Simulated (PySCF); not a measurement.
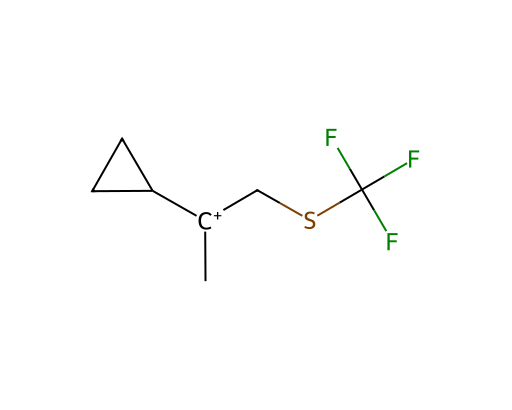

State: charge +1, singlet.

Transcribe the drawing into SMILES.

Answer. C[C+](CSC(F)(F)F)C1CC1

What is the molecular formula?

Answer. C7H10F3S, charge +1.

An optimisation with GFN2-xTB gave a structure of which point group?

Answer. C1. Other conformers may differ.

More results for the same structure follow; atom numbers are the same in all pictures, views and colours differ. The geometry was computed by an optimisation with GFN2-xTB. No frequency run is at hand to confirm it as a minimum.

## Charges

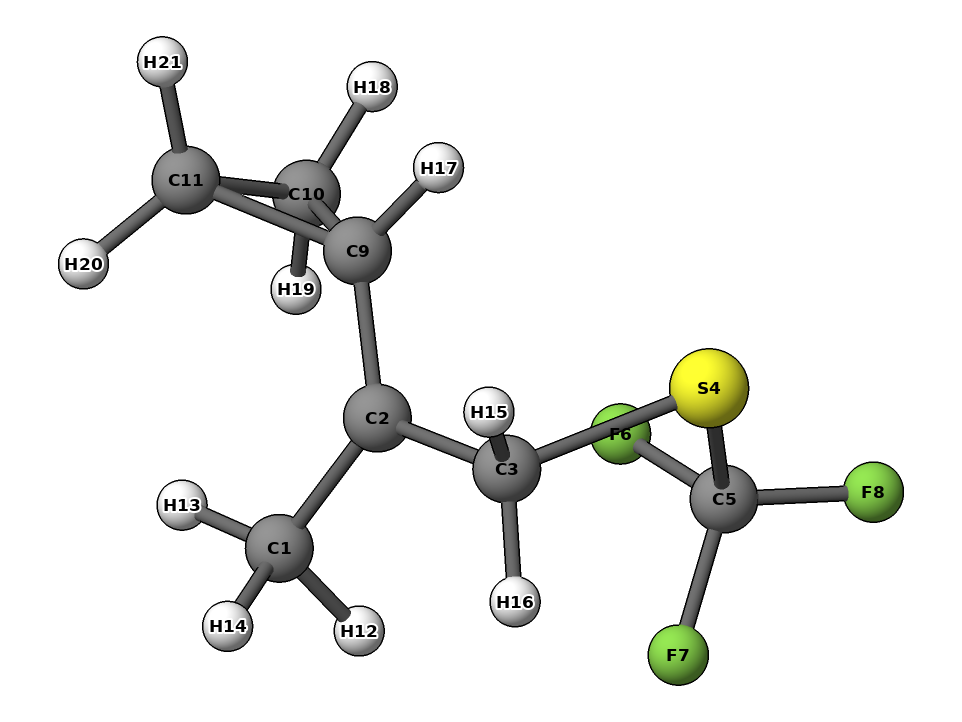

The questions are on IAO charges. No frequency run is at hand to confirm it as a minimum. Level of theory: PBE0/pcSseg-1, gas phase (PySCF 2.14.0).

Which atom carries the highest charge (most positive or least negative)?

Answer. C5 (0.71 e).

And the lowest?

Answer. C1 (−0.44 e).

Give the IAO charges atom by atom.

| atom | value (e) |
| --- | --- |
| C1 | −0.44 |
| C2 | 0.27 |
| C3 | −0.36 |
| S4 | 0.17 |
| C5 | 0.71 |
| F6 | −0.28 |
| F7 | −0.26 |
| F8 | −0.22 |
| C9 | −0.15 |
| C10 | −0.20 |
| C11 | −0.22 |
| H12 | 0.22 |
| H13 | 0.17 |
| H14 | 0.21 |
| H15 | 0.22 |
| H16 | 0.19 |
| H17 | 0.19 |
| H18 | 0.20 |
| H19 | 0.19 |
| H20 | 0.18 |
| H21 | 0.20 |

## Electronic properties

No frequency run is at hand to confirm it as a minimum. Level of theory: PBE0/pcSseg-1, gas phase (PySCF 2.14.0).

Estimate the HOMO–LUMO gap.

Answer. 3.87 eV.

What is the HOMO energy (Kohn–Sham orbital)?

Answer. −11.89 eV.

## Quadrupole coupling

No frequency run is at hand to confirm it as a minimum. Electric field gradients from the ground-state density, PBE0/pcSseg-1 (PySCF 2.14.0), non-relativistic apart from any core potentials.

Give the largest field-gradient component, the quadrupole coupling constant and the asymmetry for 33S at S4 (Q = −67.81 mb), 2H at H12 (Q = 2.86 mb), 2H at H13 (Q = 2.86 mb).

```tsv
atom	V_zz (a.u.)	e²qQ/h (MHz)	η
S4	−3.453	55.0	0.56
H12	0.291	0.196	0.05
H13	0.309	0.208	0.05
```
